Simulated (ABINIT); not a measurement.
# A GW chain in ABINIT: GaN (F-43m)

Aim: the G0W0 gap of GaN (F-43m) on LDA, step by step.

Method: LDA and many-body steps on it, plane waves, in ABINIT 10.8.3.

**The experiments to reproduce.**

- Gap 3.23 eV: absorption onset (direct gap at Gamma) of unexcited film, from imaginary part of dielectric function; spectroscopic ellipsometry (steady-state reference of time-resolved measurement); 300 K; film on 3C-SiC/Si(001) (“Femtosecond pump-probe absorption edge spectroscopy of cubic GaN”, 2022, arxiv:2206.02223).

Report form: the programs' logs are mostly left out.

## Step 1: Starting point

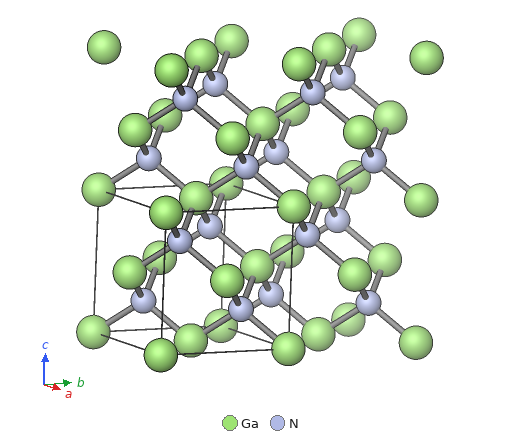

The cell as given, slightly off an axis (gallium green, nitrogen light blue). 1×2×2 cells are drawn. This picture shows the conventional cell, with its axes. Bonds to atoms that aren't drawn are left out. Some periodic images of atoms are drawn too.

As a file:

```cif
data_structure
_symmetry_space_group_name_H-M 'P 1'
_symmetry_Int_Tables_number 1
_cell_length_a 3.1869
_cell_length_b 3.1869
_cell_length_c 3.1869
_cell_angle_alpha 60.000
_cell_angle_beta 60.000
_cell_angle_gamma 60.000
_cell_volume 22.89
loop_
_atom_site_label
_atom_site_type_symbol
_atom_site_fract_x
_atom_site_fract_y
_atom_site_fract_z
_atom_site_occupancy
Ga1 Ga 0.00000 0.00000 0.00000 1
N2 N 0.75000 0.75000 0.75000 1
```

The cell and positions are those that the Materials Project relaxed with its own functionals (PBE, PBE+U or r2SCAN), kept fixed. This is not the form that GaN usually takes at ambient conditions.

## Step 2: Ground state

This step: ABINIT 10.8.3; DFT, LDA, plane waves, norm-conserving pseudopotentials.

The ground-state density comes first.

The input, run.abi:

```
acell 3*1.0 Angstrom
rprim 
  0.000000000000 2.253500607500 2.253500607500
  2.253500607500 0.000000000000 2.253500607500
  2.253500607500 2.253500607500 0.000000000000
ntypat 2
znucl 31 7
natom 2
typat 1 2
xred 
  0.000000000000 0.000000000000 0.000000000000
  0.750000000000 0.750000000000 0.750000000000
pp_dirpath "pseudos"
pseudos "Ga.upf, N.upf"
ecut 45
ngkpt 8 8 8
nshiftk 1
shiftk 0 0 0
kptopt 1
chksymbreak 0
nband 18
occopt 1
tolvrs 1e-10
nstep 60
prtwf 0
optforces 0
optstress 0
indata_prefix "in"
outdata_prefix "out"
tmpdata_prefix "tmp"
```

Launch:

```bash
> OMP_NUM_THREADS=1 mpirun -n 8 abinit run.abi > log
```

It took 7.6 s on 8 MPI ranks of Arm Neoverse V2, shared host; peak memory 0.56 GiB; 60 s of CPU time.

Numbers from this step:

```
total energy               : -7030.0431 eV
gap                        : 1.753 eV
k of the valence top       : 0, 0, 0
k of the conduction bottom : 0, 0, 0
least direct gap           : 1.753 eV
```

The gap is direct, at Γ.

## Step 3: Bands along the symmetry lines

Levels along a band path, at the cheap level, show where the edges lie and whether the meshes to come will hold them.

The input, run.abi:

```
acell 3*1.0 Angstrom
rprim 
  0.000000000000 2.253500607500 2.253500607500
  2.253500607500 0.000000000000 2.253500607500
  2.253500607500 2.253500607500 0.000000000000
ntypat 2
znucl 31 7
natom 2
typat 1 2
xred 
  0.000000000000 0.000000000000 0.000000000000
  0.750000000000 0.750000000000 0.750000000000
pp_dirpath "pseudos"
pseudos "Ga.upf, N.upf"
ecut 45
iscf -2
irdden 1
kptopt 0
nkpt 50
kpt 
  0.00000000 0.00000000 0.00000000
  -0.06250000 -0.06250000 0.00000000
  -0.12500000 -0.12500000 0.00000000
  -0.18750000 -0.18750000 0.00000000
  -0.25000000 -0.25000000 0.00000000
  -0.31250000 -0.31250000 0.00000000
  -0.37500000 -0.37500000 0.00000000
  -0.43750000 -0.43750000 0.00000000
  -0.50000000 -0.50000000 0.00000000
  -0.48437500 -0.48437500 0.03125000
  -0.46875000 -0.46875000 0.06250000
  -0.45312500 -0.45312500 0.09375000
  -0.43750000 -0.43750000 0.12500000
  -0.42187500 -0.42187500 0.15625000
  -0.40625000 -0.40625000 0.18750000
  -0.39062500 -0.39062500 0.21875000
  -0.37500000 -0.37500000 0.25000000
  -0.37500000 0.00000000 0.37500000
  -0.32812500 0.00000000 0.32812500
  -0.28125000 0.00000000 0.28125000
  -0.23437500 0.00000000 0.23437500
  -0.18750000 0.00000000 0.18750000
  -0.14062500 0.00000000 0.14062500
  -0.09375000 0.00000000 0.09375000
  -0.04687500 0.00000000 0.04687500
  0.00000000 0.00000000 0.00000000
  0.00000000 0.00000000 0.06250000
  0.00000000 0.00000000 0.12500000
  0.00000000 0.00000000 0.18750000
  0.00000000 0.00000000 0.25000000
  0.00000000 0.00000000 0.31250000
  0.00000000 0.00000000 0.37500000
  0.00000000 0.00000000 0.43750000
  0.00000000 0.00000000 0.50000000
  -0.06250000 -0.03125000 0.46875000
  -0.12500000 -0.06250000 0.43750000
  -0.18750000 -0.09375000 0.40625000
  -0.25000000 -0.12500000 0.37500000
  -0.31250000 -0.15625000 0.34375000
  -0.37500000 -0.18750000 0.31250000
  -0.43750000 -0.21875000 0.28125000
  -0.50000000 -0.25000000 0.25000000
  -0.50000000 -0.28125000 0.21875000
  -0.50000000 -0.31250000 0.18750000
  -0.50000000 -0.34375000 0.15625000
  -0.50000000 -0.37500000 0.12500000
  -0.50000000 -0.40625000 0.09375000
  -0.50000000 -0.43750000 0.06250000
  -0.50000000 -0.46875000 0.03125000
  -0.50000000 -0.50000000 0.00000000
istwfk *1
nband 23
nbdbuf 5
tolwfr 1e-07
nstep 50
prtwf 0
prtvol 0
indata_prefix "in"
outdata_prefix "out"
tmpdata_prefix "tmp"
```

It took 6.3 s on 8 MPI ranks; peak memory 0.51 GiB.

This step gave:

- gap: 1.753 eV
- k of the valence top: 0, 0, 0
- k of the conduction bottom: 0, 0, 0
- least direct gap: 1.753 eV

The gap is 1.753 eV, as in the run before at this level.

Electronic bands along the path, in eV, zero at the top of the highest filled band:

| point | band 10 | band 11 | band 12 | band 13 | band 14 | band 15 | band 16 | band 17 |
| --- | --- | --- | --- | --- | --- | --- | --- | --- |
| Γ | -13.32 | 0.00 | 0.00 | 0.00 | 1.75 | 10.16 | 10.16 | 10.16 |
| X | -11.39 | -6.21 | -2.72 | -2.72 | 3.28 | 6.49 | 11.50 | 13.75 |
| U | -11.24 | -5.95 | -4.30 | -2.19 | 4.91 | 7.71 | 10.89 | 12.67 |
| jump to K | -11.24 | -5.95 | -4.30 | -2.19 | 4.91 | 7.71 | 10.89 | 12.67 |
| Γ | -13.32 | 0.00 | 0.00 | 0.00 | 1.75 | 10.16 | 10.16 | 10.16 |
| L | -11.89 | -7.11 | -0.98 | -0.98 | 4.55 | 8.60 | 10.24 | 10.24 |
| W | -11.11 | -5.78 | -3.73 | -3.68 | 6.14 | 8.22 | 10.18 | 10.93 |
| X | -11.39 | -6.21 | -2.72 | -2.72 | 3.28 | 6.49 | 11.50 | 13.75 |

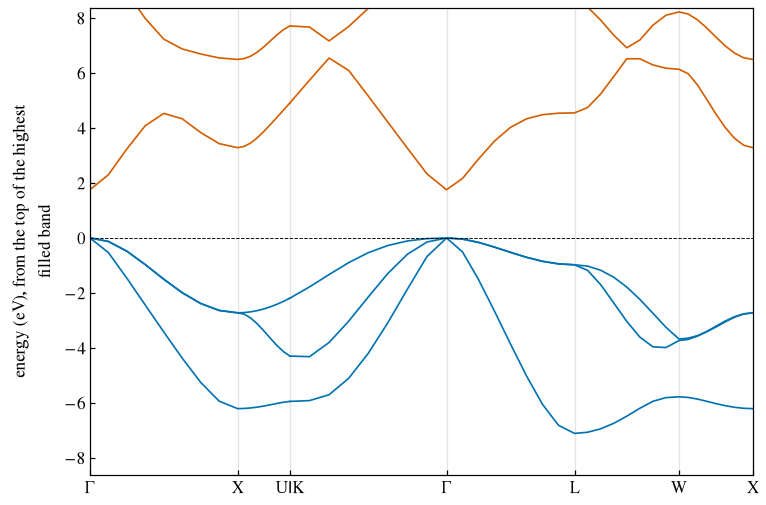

Electronic bands along the path; lines of filled and empty bands in two colours.

## Step 4: Empty states on the mesh, 6×6×6 mesh, 131 bands

The sums over transitions need many empty states on a uniform mesh; this step solves for them.

The input, run.abi:

```
acell 3*1.0 Angstrom
rprim 
  0.000000000000 2.253500607500 2.253500607500
  2.253500607500 0.000000000000 2.253500607500
  2.253500607500 2.253500607500 0.000000000000
ntypat 2
znucl 31 7
natom 2
typat 1 2
xred 
  0.000000000000 0.000000000000 0.000000000000
  0.750000000000 0.750000000000 0.750000000000
pp_dirpath "pseudos"
pseudos "Ga.upf, N.upf"
ecut 45
ngkpt 6 6 6
nshiftk 1
shiftk 0 0 0
kptopt 1
chksymbreak 0
irdden 1
istwfk *1
nband 131
prtvol 0
optdriver 6
gwr_task "HDIAGO"
paral_kgb 0
occopt 1
indata_prefix "in"
outdata_prefix "out"
tmpdata_prefix "tmp"
```

Wall time 22 s (8 MPI ranks); peak memory 2.6 GiB; 2.9 min of CPU time.

This step gave:

| Item | Value |
| --- | --- |
| gap | 1.753 eV |
| k of the valence top | 0, 0, 0 |
| k of the conduction bottom | 0, 0, 0 |
| least direct gap | 1.753 eV |
| k points computed | 16 |
| lowest point of the top converged band, above the valence top | 151.9548 eV |

On this mesh the gap is 1.753 eV.

## Step 5: Screening, 6×6×6 mesh, 123 bands, screening to 244.9 eV

The RPA dielectric matrix is built and inverted for each q.

This step: RPA screening on LDA, plane waves, norm-conserving pseudopotentials.

run.abi: that of step 4 with these lines changed.

```diff
@@ -20,10 +20,11 @@
 chksymbreak 0
-irdden 1
 istwfk *1
-nband 131
-prtvol 0
-optdriver 6
-gwr_task "HDIAGO"
-paral_kgb 0
 occopt 1
+irdwfk 1
+optdriver 3
+nband 123
+ecuteps 9
+inclvkb 2
+awtr 1
+symchi 1
 indata_prefix "in"
```

It took 80 s on 8 MPI ranks; peak memory 1.9 GiB; 11 min of CPU time.

Numbers from this step:

* ε∞ with local fields, on this mesh, along the program's q direction: 6.505
* the same without local fields: 6.980
* plasma frequency: 39.58 eV
* plane waves in the screening matrix: 181

Local fields lower ε∞ by 7 %.

## Step 6: Self-energy, 6×6×6 mesh, 123 bands, screening to 244.9 eV

The self-energy is evaluated for the states that the input lists, and the levels follow from it, in one-shot runs by the linearised quasiparticle equation.

This step: G0W0 on LDA, plane waves, norm-conserving pseudopotentials.

run.abi: that of step 5 with these lines changed.

```diff
@@ -23,8 +23,19 @@
 irdwfk 1
-optdriver 3
+optdriver 4
 nband 123
+gwcalctyp 0
+ecutsigx 45
+symsigma 1
+nkptgw 3
+kptgw 
+  0.0000000000 0.0000000000 0.0000000000
+  0.5000000000 0.0000000000 0.0000000000
+  0.5000000000 0.5000000000 0.0000000000
+bdgw 
+  11 17
+  12 15
+  12 15
 ecuteps 9
-inclvkb 2
-awtr 1
-symchi 1
+irdscr 1
+ppmodel 1
 indata_prefix "in"
```

The job ended after 12 s (8 MPI ranks; peak memory 1.7 GiB).

Numbers from this step:

* G0W0 gap on the points computed: 2.928 eV
* starting gap on the mesh: 1.753 eV
* k of the valence top: 0, 0, 0
* k of the conduction bottom: 0, 0, 0
* Z at the valence top: 0.794
* Z at the conduction bottom: 0.821
* least direct G0W0 gap on the computed points: 2.928 eV

The gap on the mesh goes from 1.75 eV to 2.93 eV, a correction of +1.18 eV.

Limits: finite bands, cutoff and mesh; no spin-orbit coupling. v1 is the top filled band, c1 the lowest empty one. The levels before and after the correction (eV, zero at the valence-band top of each column):

|  | conduction bottom | valence top |
| --- | --- | --- |
| Kohn-Sham | 1.75 | 0.00 |
| G0W0 | 2.93 | 0.00 |

|  | level | energy (eV) |
| --- | --- | --- |
| Kohn-Sham | Γ v3-v1 | 0.000 |
| Kohn-Sham | Γ c1 | 1.753 |
| Kohn-Sham | Γ c2-c4 | 10.156 |
| G0W0 | Γ v3-v1 | 0.000 |
| G0W0 | Γ c1 | 2.928 |
| G0W0 | Γ c2-c4 | 11.957 |

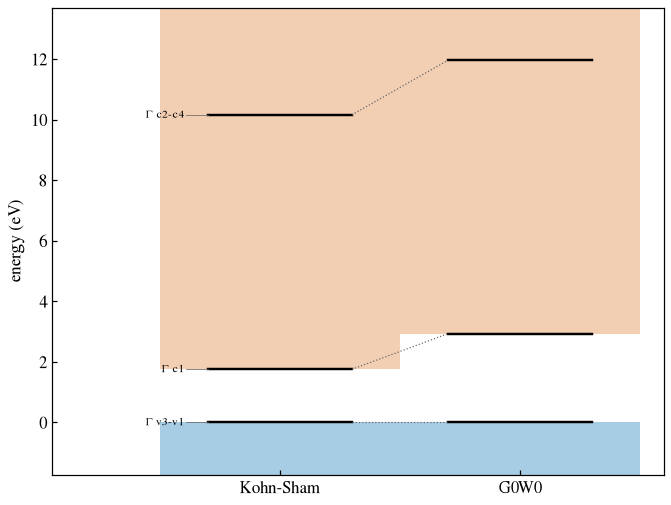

Levels before and after the correction. Shaded: valence and conduction bands.

## Step 7: Where the time went

Times are wall times on 8 MPI ranks of Arm Neoverse V2, shared host, good to a factor of about two.

| step | time | share | memory (GiB) |
| --- | --- | --- | --- |
| ground state | 7.6 s | 6 % | 0.56 |
| bands along the symmetry lines | 6.3 s | 5 % | 0.51 |
| empty states on the mesh | 22 s | 17 % | 2.6 |
| screening | 80 s | 63 % | 1.9 |
| self-energy | 12 s | 9 % | 1.7 |

## Step 8: Results

- LDA gap: 1.75 eV, direct
- G0W0 gap on the mesh: 2.93 eV
- GW settings: 6×6×6 mesh, 123 bands, screening to 244.9 eV, Godby-Needs plasmon pole
- known limits: not at the basis limit; no spin-orbit coupling

**Reading.** G0W0 moves the gap on the mesh from 1.75 eV to 2.93 eV (+1.18 eV), with Z of 0.79 and 0.82 at the edges. Local fields lower the RPA ε∞ on this mesh from 6.98 to 6.50. Only 3 of the mesh's irreducible points were corrected, so a valley elsewhere could overtake. The dearest step here is «screening». Against experiment, by G0W0@LDA: the direct gap of 2.93 eV lies −0.30 eV from the measured 3.23 eV (exciton, 300 K, on 3C-SiC/Si(001), 2022). An exciton line or allowed optical edge lies below the quasiparticle gap by the binding energy; a forbidden edge can push the onset above it. The calculation has static nuclei and no excitons; a measured gap holds zero-point and thermal motion, which mostly lowers it. Against the values above the computed gap that would widen the miss. A likelier cause is too strong a screening: the start's gap is only 1.75 eV, and one shot does not repair that. Bands and cutoff are finite, so the gap is not at the basis limit. The miss can reach some tenths of an eV and take either sign; the mesh is an error of its own. In the G0W0 run levels were corrected at 3 k points alone, so a gap called «on the mesh» is the least over those, and an edge elsewhere would be missed. The many-body steps are scalar-relativistic: spin-orbit coupling is not in them.

[Paths, hosts, dates, memory and timing lines, banners, echoed tables and standing remarks are left out of the program output.]

[Logs are printed without paths, hosts, clocks, repeated set-up lines and the standing remarks that a program may print on its own settings, such as how far it seeks lower states.]

[Runs of the session that timed out or met a known fault of the program may be left out.]

[No measured gap is set beside runs whose start may be inverted or whose files or cutoffs have a known fault.]

[Hosts, paths, dates, database ids (printed as entryN), source tags and the programs' standing remarks are cut or masked in the printed files.]

[G0W0 gaps are taken among the corrected bands and points alone; a level outside them can change the order at an edge.]

[Where Ansatz stands beside ABINIT at settings called matched, ABINIT's density can come from a denser mesh and the files from another edition; pairs whose starting gaps differed by over 0.03 eV were left out, so agreement reads better than it is.]
